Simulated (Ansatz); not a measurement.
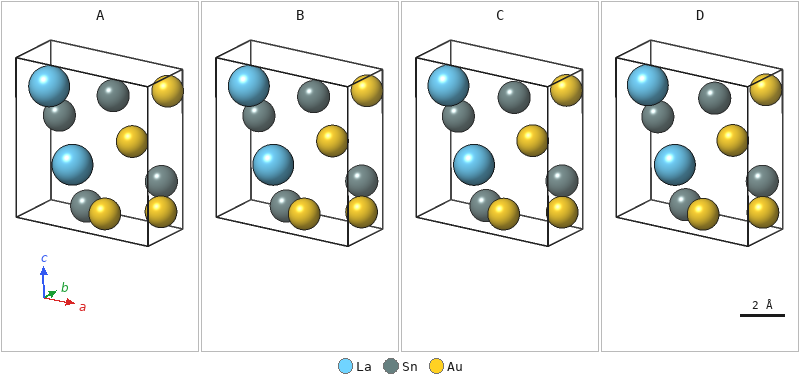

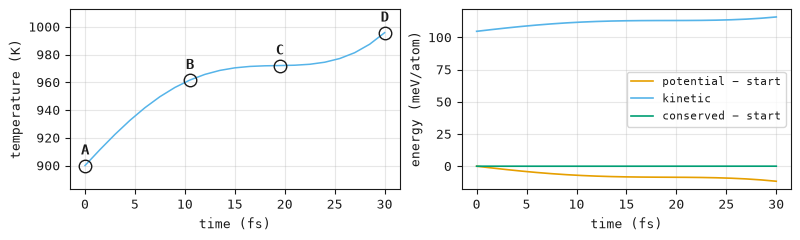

Molecular dynamics of an amorphous cell of composition LaSn₂Au₂ (10 atoms in the cell), 30 fs long. Frames (A at 0 fs, B at 10.5 fs, C at 19.5 fs, D at 30 fs) and the history of the run. The picture is a spheres-only view of the simulation cell, seen slightly off an axis.

All numbers below come from Ansatz, DFT, PAW plane waves, PBE. Set-up: plane-wave cutoff 420 eV; k-point mesh 3 × 3 × 2; Fermi-Dirac smearing 0.05 eV; Nosé-Hoover thermostat (NVT); set temperature 900 K; time step 1.5 fs.

Q: Describe the run.

A: In the second half of the run the atoms are, in the root-mean-square, this far from where they began (common drift taken out): La 0.11 Å, Sn 0.08 Å, Au 0.08 Å. The run lasts only 30 fs, too short to tell vibration from diffusion. Over the second half the temperature averages 977 K (spread ±8 K). The potential energy in the second half lies on average 9.2 meV per atom below the first frame. The conserved quantity stays between −0.0071 and 0.023 meV per atom of its start. A straight-line fit has a slope that amounts to +0.027 meV per atom over 30 fs (under 0.1 % of the mean kinetic energy), and the ripple about it is 0.2 % of the kinetic energy's fluctuation. With a drift under 2 % and a ripple under 7 %, the integration is accurate.

Limits of the set-up: the k-point mesh is coarse for a cell with partly filled bands; the periodic images lie only 5.1 Å apart, so the values are limited by the cell's size.

The run took 5.1 min on 2 threads of Arm Neoverse N1, on a shared host, peak memory 0.82 GiB.
